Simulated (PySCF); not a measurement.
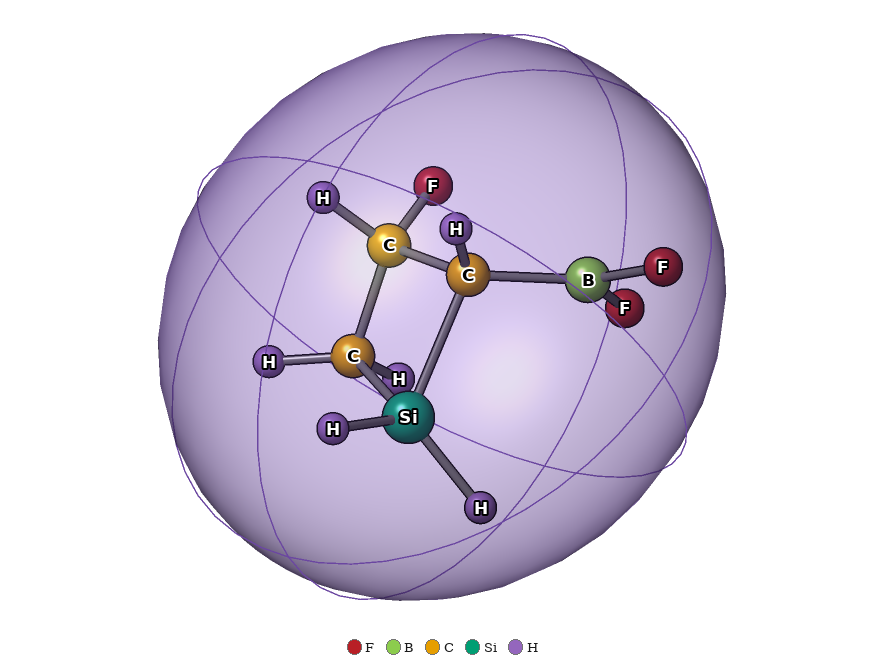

The ellipsoid shows the static dipole polarisability: its half-axes are proportional to the principal values. The geometry was computed by an optimisation with GFN2-xTB. No frequency run is at hand to confirm it as a minimum. Method: PBE0/def2-SVPD (PySCF 2.14.0).

> Give the principal values, the mean and the anisotropy.

Principal values 65.1, 74.4, 78.5 bohr³; mean 72.7 bohr³ (10.77 Å³); anisotropy 11.9 bohr³, so the longest axis is 1.21 times the shortest.

The geometry is semi-empirical. Around B, Si such bond lengths and angles can be off by a tenth of an ångström or more and by several degrees, and values that hang on the shape move with them.
